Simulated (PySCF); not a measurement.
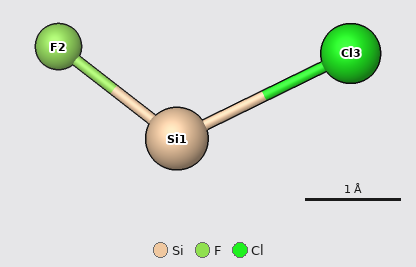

Figure 1. The structure (ball-and-stick view, seen on its broad side; atoms are numbered from 1 in the order of the input). Bond lengths as drawn: Cl–Si 2.04 Å and F–Si 1.60 Å.

## SiFCl: frequency calculation

- system: SiFCl, multiplicity 3
- method: UKS-based PBE0, Si def2-TZVP, F def2-TZVP, Cl def2-TZVP; non-relativistic Hamiltonian; density fitting (PySCF 2.14.0)

**Log**
```
init E= -849.224108121767
  alpha nocc = 21  HOMO = -0.191364980308606  LUMO = 0.0266719430130999
  beta  nocc = 19  HOMO = -0.370853432550309  LUMO = -0.168456332789852
  HOMO = -0.191364980309  LUMO = -0.16845633279  gap/eV = 0.62338
cycle= 1 E= -849.224108121767  delta_E=    0  |g|= 9.13e-07  |ddm|= 1.18e-06
  alpha nocc = 21  HOMO = -0.191364802358237  LUMO = 0.026672133720386
  beta  nocc = 19  HOMO = -0.370853409709257  LUMO = -0.168456178322266
  HOMO = -0.191364802358  LUMO = -0.168456178322  gap/eV = 0.62338
Extra cycle  E= -849.224108121768  delta_E= -1.14e-12  |g|= 1.15e-06  |ddm|= 1.23e-06
converged SCF energy = -849.224108121768  <S^2> = 2.002609  2S+1 = 3.0017388
```

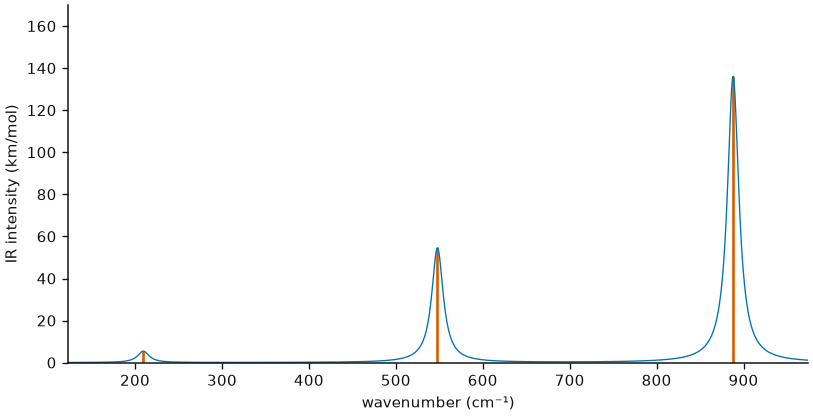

Figure 2. Harmonic infrared spectrum, unscaled: sticks (degenerate modes added up, dark ones marked on the axis) with a Lorentzian envelope of 16 cm⁻¹ full width, scaled to the tallest stick. 3 modes from 210 to 888 cm⁻¹, none imaginary. The strongest line is at 888 cm⁻¹ (136 km/mol). All modes, in cm⁻¹ (km/mol): 210 (5.4), 548 (55), 888 (136).

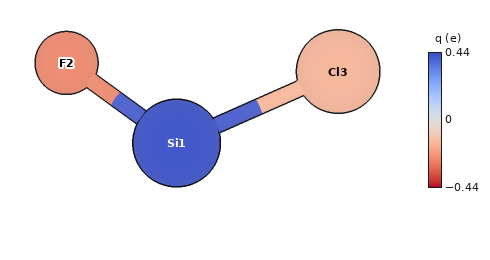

Figure 3. Mulliken charges, as the colour of each atom (ball-and-stick view, seen at a tilt; atoms are numbered from 1 in the order of the input). By element: Si +0.42, F −0.26 and Cl −0.15 e.

This output came from the following input.

**Input**
```python
from pyscf import gto, scf, dft
mol = gto.M(atom='''
Si    -0.426127     0.000000    -0.654975
F     -1.783730     0.000000     0.194446
Cl     1.309567     0.000000     0.418279''',
    basis={'Si': 'def2-TZVP', 'F': 'def2-TZVP', 'Cl': 'def2-TZVP'},
    charge=0, spin=2)
mf = dft.UKS(mol, xc='PBE0')
mf.grids.atom_grid = (75, 302)
aux = {'Si': 'def2-universal-JKFIT', 'F': 'def2-universal-JKFIT', 'Cl': 'def2-universal-JKFIT'}
mf = mf.density_fit(auxbasis=aux)
mf.conv_tol = 1e-09
mf.diis_space = 10
mf.max_cycle = 60
mf.verbose = 4
mf.kernel()
```

The script is an equivalent of the set-up of the self-consistent field. The run itself was carried out by a driver, which started from the orbitals of the step before it where there was one and computed the further properties.

Launch command:
```bash
OMP_NUM_THREADS=4 python axn.py task.json out
```

**Summary**

```csv
quantity,value
outcome,converged
total energy,−849.224108 hartree
⟨S²⟩,2.003
zero-point energy,0.003749 hartree
dipole moment,1.03 D
"wavenumbers, lowest and highest",210 and 888 cm⁻¹
hardware,"4 threads of Arm Neoverse V2, 24 GiB of memory available, shared host"
wall time,24 s (CPU time 74 s)
peak memory,0.96 GiB
```
